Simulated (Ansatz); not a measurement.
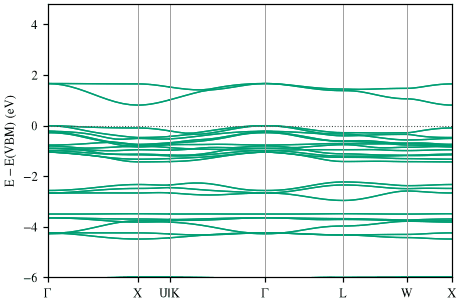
Figure. Band structure from r²SCAN with spin–orbit coupling (plane waves, PAW; program Ansatz)

Read off the gap and where the band edges lie.

About 0.8 eV (0.81 eV by a search for the band edges); maximum at Γ, minimum at X.

The material is Cs2PdBr6 in space group Fm-3m (No. 225; Cs on 8c, Pd on 4a, Br on 24e).

The workflow started from a Materials Project entry (that database holds measured and hypothetical structures alike); the Crystallography Open Database copy checked does not list it. Its standing as an ambient phase is unchecked. Symmetry was held in the r²SCAN relaxation; whether a distortion lowers the energy is not shown. No spin polarisation was allowed.

Potentials: the later of the program's two PAW sets.
